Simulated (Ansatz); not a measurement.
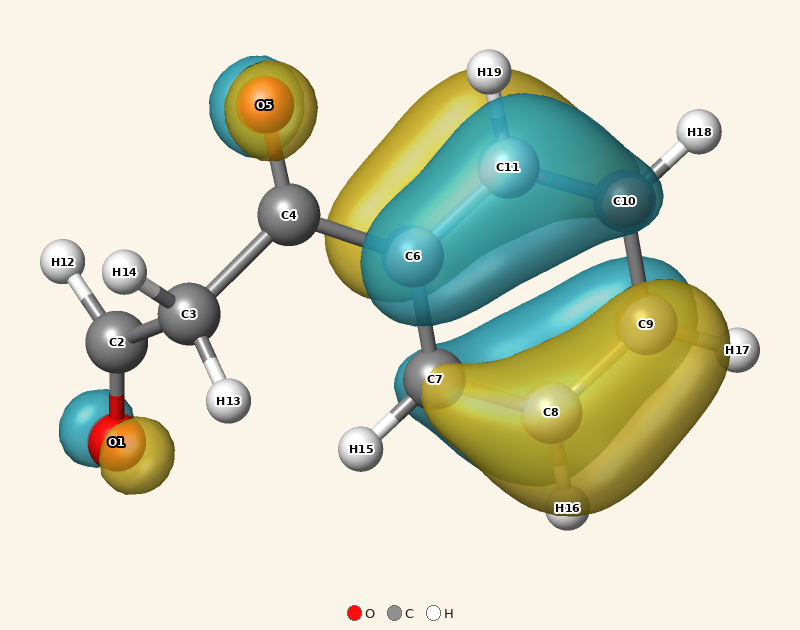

C$_{9}$H$_{8}$O$_{2}$. The HOMO−1 at ±0.1 Å⁻³ᐟ² (yellow and cyan are the two phases), seen at a tilt.

Geometry: PBE0-D4/def2-TZVP.

Method: RKS PBE0-D4/def2-TZVPP (Ansatz 0.2.0).

```yaml
atoms:
  - { symbol: O, position_ang: [-0.0194, 3.2817, -0.8982] }
  - { symbol: C, position_ang: [0.4641, 2.4464, -1.6093] }
  - { symbol: C, position_ang: [1.4961, 1.4433, -1.1574] }
  - { symbol: C, position_ang: [0.9287, 0.0332, -1.2555] }
  - { symbol: O, position_ang: [1.1104, -0.6173, -2.2581] }
  - { symbol: C, position_ang: [0.1325, -0.4871, -0.1166] }
  - { symbol: C, position_ang: [-0.2639, 0.3206, 0.9477] }
  - { symbol: C, position_ang: [-1.0306, -0.2097, 1.9729] }
  - { symbol: C, position_ang: [-1.3924, -1.5479, 1.9484] }
  - { symbol: C, position_ang: [-0.9982, -2.3586, 0.8904] }
  - { symbol: C, position_ang: [-0.2456, -1.8296, -0.1399] }
  - { symbol: H, position_ang: [0.1639, 2.3538, -2.6730] }
  - { symbol: H, position_ang: [1.8262, 1.6958, -0.1509] }
  - { symbol: H, position_ang: [2.3351, 1.4799, -1.8561] }
  - { symbol: H, position_ang: [0.0004, 1.3709, 0.9720] }
  - { symbol: H, position_ang: [-1.3457, 0.4244, 2.7930] }
  - { symbol: H, position_ang: [-1.9860, -1.9622, 2.7554] }
  - { symbol: H, position_ang: [-1.2833, -3.4041, 0.8723] }
  - { symbol: H, position_ang: [0.0658, -2.4376, -0.9807] }
```

What is the character of this orbital?

Answer. By Hirshfeld shares it lies mainly on C8 (about 25 %), C11 (about 25 %), C9 (about 15 %) and C6 (about 15 %). Its energy is −7.76 eV.
